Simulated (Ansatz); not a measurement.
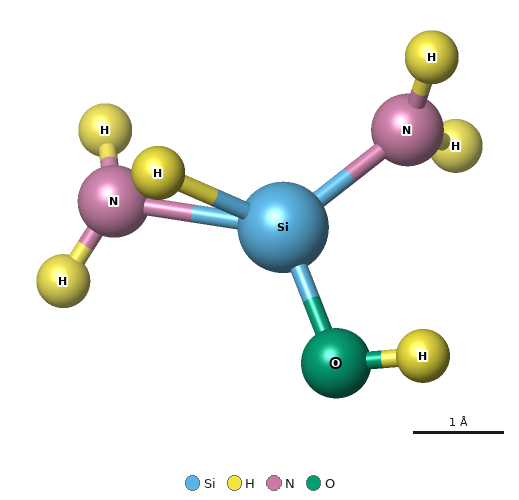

The input geometry (ball-and-stick view, seen at a tilt).

## Run report: SiN$_{2}$H$_{6}$O, geometry relaxation (part 1 of 2)

SiN$_{2}$H$_{6}$O, computed with RKS revPBE-D4/6-31G* (Ansatz 0.2.0).

The input holds or restrains some coordinates. It belongs to a series of runs on one base structure; here: pulled along the bonds that form and break, towards end B.

Input
```yaml
crystal:
  periodic: [false, false, false]
  atoms:
    - { symbol: Si, position_ang: [0.0, 0.0, 0.0] }
    - { symbol: H, position_ang: [0.8198, 0.0, 1.4434] }
    - { symbol: "N", position_ang: [1.9526, 0.0, 0.5176] }
    - { symbol: H, position_ang: [2.4509, -0.918, 0.3369] }
    - { symbol: H, position_ang: [2.4539, 0.918, 0.3453] }
    - { symbol: O, position_ang: [-0.7913, 1.3709, -0.5594] }
    - { symbol: H, position_ang: [-1.7491, 1.1401, -0.7818] }
    - { symbol: "N", position_ang: [-0.8572, -1.4851, -0.6061] }
    - { symbol: H, position_ang: [-1.3922, -2.1014, 0.0704] }
    - { symbol: H, position_ang: [-0.8219, -1.7344, -1.6357] }
basis:
  gaussian: { orbitals: "6-31G*" }
hamiltonian:
  xc: revpbe
  dispersion: d4
relax:
  f_tol: 0.15
  max_steps: 25
  restrain:
    - { distance: [1, 2], at: 1.06, k: 30.0 }
    - { distance: [0, 1], at: 2.66, k: 30.0 }
    - { distance: [0, 2], at: 3.02, k: 30.0 }
output:
  orbitals: {}
```

Hardware: 1 thread of Arm Neoverse V2, 24 GiB of memory available, shared host.

Launched with:
```bash
ansatz run input.yaml --threads 1 --pin off --max-ram 2048MiB --backend cpu --events-out ev --progress --plain --runs-dir out
```

Log
```
The last accepted step is kept in [file] (removed where the run ends without a failure and the disk answers)
Engine: ansatz 0.2.0, aarch64-unknown-linux-gnu
Functional definition: revPBE
  parameter kappa = 1.245
  parameter beta = 0.06672455060314922
  exchange = pbe_x(kappa = kappa, mu = beta*pi^2/3)
  correlation = pbe_c(beta = beta)
973 factors; their error is unknown
mean field evaluation 1: about -12980.2035 eV, gradient 9.2e1 eV
mean field evaluation 2: about -12926.9878 eV, gradient 1.7e2 eV
mean field evaluation 4: about -12995.1586 eV, gradient 2.6e1 eV
mean field evaluation 8: about -12996.7285 eV, gradient 1.3e-1 eV
mean field evaluation 16: about -12996.6680 eV, gradient 2.2e-4 eV
mean field -12996.66798006 eV, -477.6187388093 hartree, gradient 2.3e-5 eV, S^2 0.000000; 0 other end points of the search recorded, 0 dependent functions left out
the calculation of the forces begins
reference -12996.66801840 eV, -477.6187402182 hartree; 21, 21 occupied and 55, 55 virtual orbitals, 973 factors
relax step   1: F+E_penalty+E_count = -12997.19403489 eV  Δ(F+E_penalty+E_count) = +0.000e0 eV  max|allowed force component| = 3.495e0 eV/Å  E_restraint = 32.43598318 eV  max|allowed force component, restraints' pulls added| = 4.474e1 eV/Å  Δτ_max = 0.0000 Å  (28 SCF iters, accepted)
  distance H 1 - N 2 = 1.4630 Å
  distance Si 0 - H 1 = 1.6600 Å
  distance Si 0 - N 2 = 2.0200 Å
these checks for a lower state are left out or cut short: starts, cluster_reference, orbital_swaps, neighbouring_geometries, increment
973 factors; their error is unknown
mean field -12995.87092129 eV, -477.5894474397 hartree, gradient 1.1e-5 eV, S^2 0.000000; 0 other end points of the search recorded, 0 dependent functions left out
[... from here on the field's lines of each further geometry are left out, up to the last ...]
relax step   2: F+E_penalty+E_count = -12996.41425003 eV  Δ(F+E_penalty+E_count) = +7.798e-1 eV  max|allowed force component| = 6.121e0 eV/Å  E_restraint = 17.41234025 eV  max|allowed force component, restraints' pulls added| = 3.152e1 eV/Å  Δτ_max = 0.1945 Å  (35 SCF iters, accepted)
relax step   3: F+E_penalty+E_count = -12995.82514184 eV  Δ(F+E_penalty+E_count) = +5.891e-1 eV  max|allowed force component| = 7.059e0 eV/Å  E_restraint = 6.96512884 eV  max|allowed force component, restraints' pulls added| = 1.871e1 eV/Å  Δτ_max = 0.1905 Å  (35 SCF iters, accepted)
relax step   4: F+E_penalty+E_count = -12996.53559903 eV  Δ(F+E_penalty+E_count) = -7.105e-1 eV  max|allowed force component| = 6.557e0 eV/Å  E_restraint = 1.22741169 eV  max|allowed force component, restraints' pulls added| = 8.205e0 eV/Å  Δτ_max = 0.1950 Å  (36 SCF iters, accepted)
relax step   5: F+E_penalty+E_count = -12997.94537029 eV  Δ(F+E_penalty+E_count) = -1.410e0 eV  max|allowed force component| = 3.585e0 eV/Å  E_restraint = 0.03466653 eV  max|allowed force component, restraints' pulls added| = 3.567e0 eV/Å  Δτ_max = 0.1946 Å  (35 SCF iters, accepted)
relax step   6: F+E_penalty+E_count = -12998.78556743 eV  Δ(F+E_penalty+E_count) = -8.402e-1 eV  max|allowed force component| = 1.568e0 eV/Å  E_restraint = 0.03476690 eV  max|allowed force component, restraints' pulls added| = 1.568e0 eV/Å  Δτ_max = 0.1947 Å  (35 SCF iters, accepted)
relax step   7: F+E_penalty+E_count = -12999.14975820 eV  Δ(F+E_penalty+E_count) = -3.642e-1 eV  max|allowed force component| = 1.360e0 eV/Å  E_restraint = 0.02243972 eV  max|allowed force component, restraints' pulls added| = 1.360e0 eV/Å  Δτ_max = 0.1948 Å  (35 SCF iters, accepted)
relax step   8: F+E_penalty+E_count = -12999.34218514 eV  Δ(F+E_penalty+E_count) = -1.924e-1 eV  max|allowed force component| = 1.833e0 eV/Å  E_restraint = 0.01156739 eV  max|allowed force component, restraints' pulls added| = 1.833e0 eV/Å  Δτ_max = 0.1651 Å  (28 SCF iters, accepted)
relax step   9: F+E_penalty+E_count = -12999.52308241 eV  Δ(F+E_penalty+E_count) = -1.809e-1 eV  max|allowed force component| = 1.368e0 eV/Å  E_restraint = 0.03806977 eV  max|allowed force component, restraints' pulls added| = 1.718e0 eV/Å  Δτ_max = 0.1926 Å  (35 SCF iters, accepted)
relax step  10: F+E_penalty+E_count = -12999.54697964 eV  Δ(F+E_penalty+E_count) = -2.390e-2 eV  max|allowed force component| = 8.892e-1 eV/Å  E_restraint = 0.01065998 eV  max|allowed force component, restraints' pulls added| = 8.892e-1 eV/Å  Δτ_max = 0.2000 Å  (28 SCF iters, accepted)
relax step  11: F+E_penalty+E_count = -12999.57804301 eV  Δ(F+E_penalty+E_count) = -3.106e-2 eV  max|allowed force component| = 1.111e0 eV/Å  E_restraint = 0.00537389 eV  max|allowed force component, restraints' pulls added| = 1.111e0 eV/Å  Δτ_max = 0.1927 Å  (29 SCF iters, accepted)
relax step  12: F+E_penalty+E_count = -12999.61225879 eV  Δ(F+E_penalty+E_count) = -3.422e-2 eV  max|allowed force component| = 5.620e-1 eV/Å  E_restraint = 0.00509475 eV  max|allowed force component, restraints' pulls added| = 5.377e-1 eV/Å  Δτ_max = 0.0745 Å  (31 SCF iters, accepted)
relax step  13: F+E_penalty+E_count = -12999.64781551 eV  Δ(F+E_penalty+E_count) = -3.556e-2 eV  max|allowed force component| = 5.491e-1 eV/Å  E_restraint = 0.00526268 eV  max|allowed force component, restraints' pulls added| = 5.491e-1 eV/Å  Δτ_max = 0.1618 Å  (35 SCF iters, accepted)
relax step  14: F+E_penalty+E_count = -12999.69911497 eV  Δ(F+E_penalty+E_count) = -5.130e-2 eV  max|allowed force component| = 3.835e-1 eV/Å  E_restraint = 0.00551419 eV  max|allowed force component, restraints' pulls added| = 3.835e-1 eV/Å  Δτ_max = 0.1395 Å  (31 SCF iters, accepted)
relax step  15: F+E_penalty+E_count = -12999.57895064 eV  Δ(F+E_penalty+E_count) = +1.202e-1 eV  max|allowed force component| = 2.774e0 eV/Å  E_restraint = 0.00451400 eV  max|allowed force component, restraints' pulls added| = 2.774e0 eV/Å  Δτ_max = 0.1950 Å  (36 SCF iters, rejected (line search))
relax step  16: F+E_penalty+E_count = -12999.74162109 eV  Δ(F+E_penalty+E_count) = -4.251e-2 eV  max|allowed force component| = 3.946e-1 eV/Å  E_restraint = 0.00526809 eV  max|allowed force component, restraints' pulls added| = 2.444e-1 eV/Å  Δτ_max = 0.0974 Å  (29 SCF iters, accepted)
relax step  17: F+E_penalty+E_count = -12999.78033651 eV  Δ(F+E_penalty+E_count) = -3.872e-2 eV  max|allowed force component| = 6.001e-1 eV/Å  E_restraint = 0.00513501 eV  max|allowed force component, restraints' pulls added| = 6.001e-1 eV/Å  Δτ_max = 0.0976 Å  (29 SCF iters, accepted)
relax step  18: F+E_penalty+E_count = -12999.80476480 eV  Δ(F+E_penalty+E_count) = -2.443e-2 eV  max|allowed force component| = 5.559e-1 eV/Å  E_restraint = 0.00514715 eV  max|allowed force component, restraints' pulls added| = 5.559e-1 eV/Å  Δτ_max = 0.1500 Å  (30 SCF iters, accepted)
relax step  19: F+E_penalty+E_count = -12999.79683368 eV  Δ(F+E_penalty+E_count) = +7.931e-3 eV  max|allowed force component| = 1.544e0 eV/Å  E_restraint = 0.00461440 eV  max|allowed force component, restraints' pulls added| = 1.544e0 eV/Å  Δτ_max = 0.1943 Å  (37 SCF iters, rejected (line search))
relax step  20: F+E_penalty+E_count = -12999.82867615 eV  Δ(F+E_penalty+E_count) = -2.391e-2 eV  max|allowed force component| = 4.076e-1 eV/Å  E_restraint = 0.00506709 eV  max|allowed force component, restraints' pulls added| = 3.218e-1 eV/Å  Δτ_max = 0.0971 Å  (29 SCF iters, accepted)
relax step  21: F+E_penalty+E_count = -12999.84406982 eV  Δ(F+E_penalty+E_count) = -1.539e-2 eV  max|allowed force component| = 4.069e-1 eV/Å  E_restraint = 0.00485511 eV  max|allowed force component, restraints' pulls added| = 1.947e-1 eV/Å  Δτ_max = 0.0999 Å  (31 SCF iters, accepted)
relax step  22: F+E_penalty+E_count = -12999.84636408 eV  Δ(F+E_penalty+E_count) = -2.294e-3 eV  max|allowed force component| = 4.357e-1 eV/Å  E_restraint = 0.00423283 eV  max|allowed force component, restraints' pulls added| = 3.033e-1 eV/Å  Δτ_max = 0.1277 Å  (30 SCF iters, accepted)
the calculation of the forces begins
reference -12999.32588529 eV, -477.7164150247 hartree; 21, 21 occupied and 55, 55 virtual orbitals, 973 factors
relax step  23: F+E_penalty+E_count = -12999.84978626 eV  Δ(F+E_penalty+E_count) = -3.422e-3 eV  max|allowed force component| = 4.196e-1 eV/Å  E_restraint = 0.00450298 eV  max|allowed force component, restraints' pulls added| = 1.325e-1 eV/Å  Δτ_max = 0.0527 Å  (30 SCF iters, accepted)
  distance H 1 - N 2 = 1.0432 Å
  distance Si 0 - H 1 = 2.6635 Å
  distance Si 0 - N 2 = 3.0220 Å
973 factors; their error is unknown
mean field evaluation 192: about -12999.3810 eV, gradient 7.8e-1 eV
```

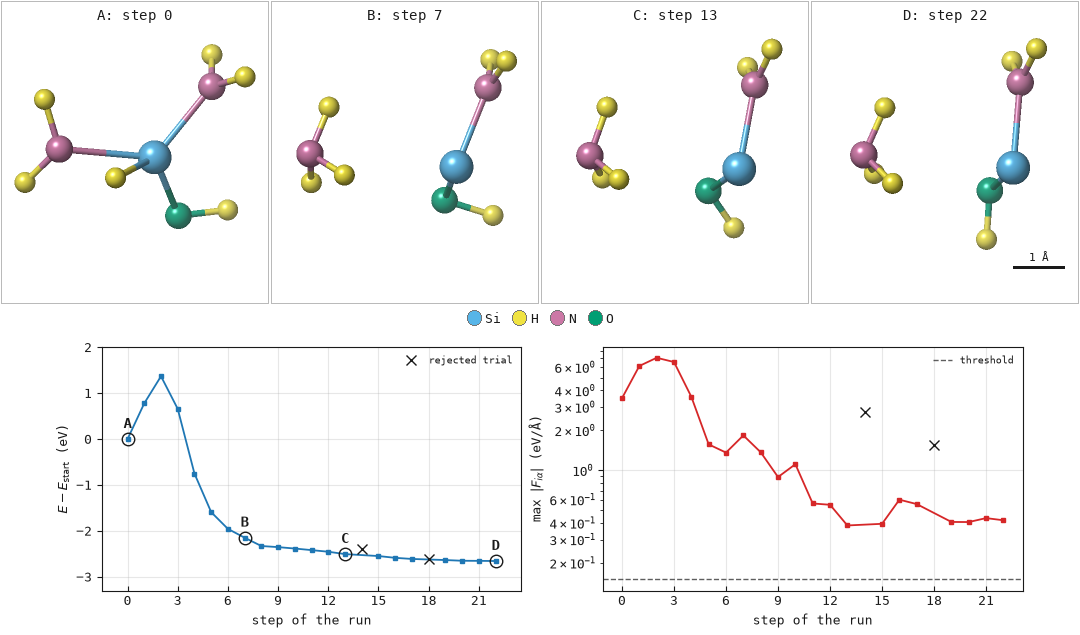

Frames of the restrained relaxation (ball-and-stick view, seen at a tilt) above the curves, on which the letters mark them (the first geometry is step 0 here and step 1 in the log).

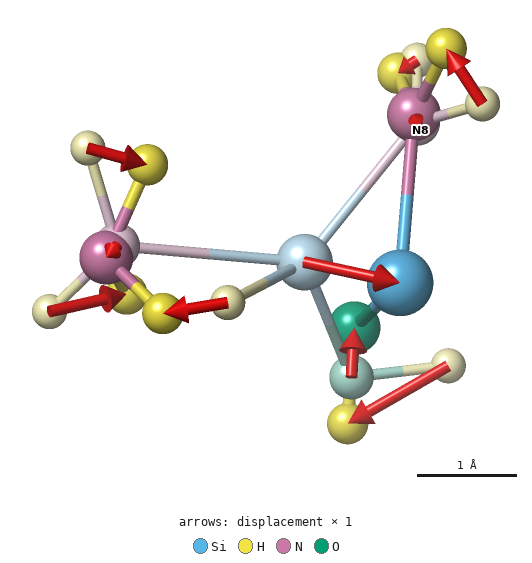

Start (faint) and end (solid) with the displacements as red arrows, at true length (ball-and-stick view, seen at a tilt). The two geometries are laid on each other by the best rigid fit. The energy falls by 2.656 eV in 22 geometry steps. The largest force component goes from 3.5 to 0.42 eV/Å. The line search rejected the trial steps at points 14, 18 (counted from 0) and went back. The largest move after the best rigid fit is that of H7, 1.18 Å. By element the largest moves are H 1.18 Å, Si 1.05 Å, O 0.52 Å, N 0.20 Å. Distances before and after: Si1–H2 1.660 → 2.664 Å, Si1–N3 2.020 → 3.022 Å, H2–N3 1.463 → 1.043 Å, Si1–N8 1.819 → 1.742 Å. New bonds form: H2–N3 (1.46 → 1.04 Å). Bonds break: Si1–H2 (1.66 → 2.66 Å), Si1–N3 (2.02 → 3.02 Å). Among the angles that change: H4–N3–H5 120.0° → 105.0°, O6–Si1–N8 109.5° → 96.0°, H9–N8–H10 120.0° → 113.1°. (Atoms are counted from 1 in the order of the input.)

```
mean field -12999.32584821 eV, -477.7164136624 hartree, gradient 1.8e-5 eV, S^2 0.000000; 1 other end points of the search recorded, 0 dependent functions left out
the calculation of the forces begins
reference -12999.32588529 eV, -477.7164150247 hartree; 21, 21 occupied and 55, 55 virtual orbitals, 973 factors
Total energy: -12999.84982333 eV, -477.7356693926 hartree
Atom 0 at    -0.949820    -0.134811     0.419144 Å, force    -0.139894     0.003379    -0.119856 eV/Å
Atom 1 at     1.457565     0.229642     1.498981 Å, force     0.419596    -0.067744    -0.389746 eV/Å
Atom 2 at     2.055189     0.079456     0.657274 Å, force    -0.308573     0.063595     0.374912 eV/Å
Atom 3 at     1.817554    -0.862475     0.317389 Å, force     0.022280     0.043257     0.033350 eV/Å
Atom 4 at     1.691877     0.721035    -0.060424 Å, force     0.019344    -0.023360     0.035025 eV/Å
Atom 5 at    -0.734910     0.964308    -0.888427 Å, force    -0.029346     0.049274     0.091298 eV/Å
Atom 6 at    -0.852318     1.886253    -0.579791 Å, force     0.015272    -0.090124    -0.034439 eV/Å
Atom 7 at    -0.811206    -1.584979    -0.535759 Å, force     0.023776    -0.000863    -0.098158 eV/Å
Atom 8 at    -0.940852    -2.518669    -0.146058 Å, force     0.000185     0.037680    -0.024914 eV/Å
Atom 9 at    -0.667578    -1.589659    -1.551730 Å, force    -0.022641    -0.015094     0.132529 eV/Å
Dipole moment:    -0.240286    -0.137491    -0.163026 e Å
```

Trajectory as extended XYZ (Å, eV, eV/Å), 22 of the 23 frames kept, from step=1 to step=23
```
10
Properties=species:S:1:pos:R:3:forces:R:3 step=1 energy=-12997.19404
Si    0.0000    0.0000    0.0000   -0.9232  -1.8324   3.4953
H     0.8198    0.0000    1.4434   -2.1645  -0.1053   0.4341
N     1.9526    0.0000    0.5176    0.4293   0.2471  -2.1514
H     2.4509   -0.9180    0.3369    0.2982   1.1793  -0.2299
H     2.4539    0.9180    0.3453    0.3760  -1.1669  -0.1187
O    -0.7913    1.3709   -0.5594   -0.5305   0.3252  -1.2295
H    -1.7491    1.1401   -0.7818    1.2824   0.1298   0.2148
N    -0.8572   -1.4851   -0.6061    0.6550   0.6531  -0.6366
H    -1.3922   -2.1014    0.0704    0.9927   0.7754  -1.2513
H    -0.8219   -1.7344   -1.6357   -0.4153  -0.2052   1.4731
10
Properties=species:S:1:pos:R:3:forces:R:3 step=2 energy=-12996.41425
Si   -0.1654   -0.0131   -0.1015    1.2720  -1.8140   6.1210
H     0.9365   -0.0011    1.5193   -0.2423  -0.0752  -1.2889
N     2.0139    0.0007    0.5889   -1.5028   0.1158  -1.1176
H     2.4588   -0.9130    0.3341    0.5616   0.8513   0.1585
H     2.4624    0.9137    0.3433    0.6332  -0.7992   0.1972
O    -0.8107    1.3920   -0.5805   -0.8876   1.6073  -2.0947
H    -1.7491    1.1464   -0.7844    0.0885   0.4274  -0.1311
N    -0.8679   -1.4972   -0.6203   -0.0664  -0.1683  -1.4308
H    -1.3870   -2.0988    0.0629    0.7083   0.5247  -0.9974
H    -0.8259   -1.7395   -1.6313   -0.5645  -0.6698   0.5839
10
Properties=species:S:1:pos:R:3:forces:R:3 step=3 energy=-12995.82514
Si   -0.3408   -0.0297   -0.1739    2.5962  -0.8837   7.0590
H     1.0808    0.0008    1.5500    2.5347  -0.0258  -2.9388
N     2.0667    0.0024    0.6770   -1.9886  -0.0314   0.8353
H     2.4631   -0.9067    0.3394   -0.0493   1.0021   0.6189
H     2.4676    0.9085    0.3482    0.0375  -0.8655   0.5881
O    -0.8254    1.4113   -0.6056   -0.9619   2.9339  -2.6529
H    -1.7548    1.1553   -0.7882   -0.9824   0.7283  -0.3865
N    -0.8777   -1.5077   -0.6382   -1.0148  -2.0104  -2.0575
H    -1.3828   -2.0961    0.0546    0.4130   0.2140  -0.7795
H    -0.8312   -1.7480   -1.6328   -0.5845  -1.0615  -0.2861
10
Properties=species:S:1:pos:R:3:forces:R:3 step=4 energy=-12996.53560
Si   -0.5028   -0.0313   -0.1923    2.3181  -0.3247   6.5573
H     1.2756    0.0047    1.5431    2.6888   0.0000  -2.7509
N     2.1278    0.0042    0.7882   -0.9701  -0.0957   1.2269
H     2.4544   -0.8918    0.3553   -0.6000   1.1268   0.6964
H     2.4605    0.8963    0.3629   -0.5223  -0.9559   0.6263
O    -0.8471    1.4587   -0.6509   -0.4256   2.3563  -2.5855
H    -1.7766    1.1776   -0.7986   -1.4256   1.0141  -0.4861
N    -0.9001   -1.5484   -0.6680   -0.5022  -1.3628  -1.9747
H    -1.3849   -2.1066    0.0405    0.0071  -0.3538  -0.4360
H    -0.8413   -1.7731   -1.6496   -0.5683  -1.4041  -0.8737
10
Properties=species:S:1:pos:R:3:forces:R:3 step=5 energy=-12997.94537
Si   -0.6394   -0.0058   -0.0670    0.6962  -0.3185   3.5848
H     1.4702    0.0047    1.5481   -0.2166   0.0139  -0.2259
N     2.2322    0.0038    0.8817    0.9813   0.0863  -0.0652
H     2.4196   -0.8499    0.3653   -0.3365  -0.0258   0.0588
H     2.4283    0.8606    0.3704   -0.3128  -0.0133   0.1048
O    -0.8695    1.5488   -0.7486   -0.0390  -1.0332  -1.2326
H    -1.8147    1.2533   -0.8299   -0.7462   1.1549  -0.5138
N    -0.9062   -1.6221   -0.6948    0.6717   1.7923  -1.4580
H    -1.4043   -2.1713    0.0014   -0.1466  -0.6312  -0.3506
H    -0.8507   -1.8319   -1.6961   -0.5516  -1.0254   0.0976
```
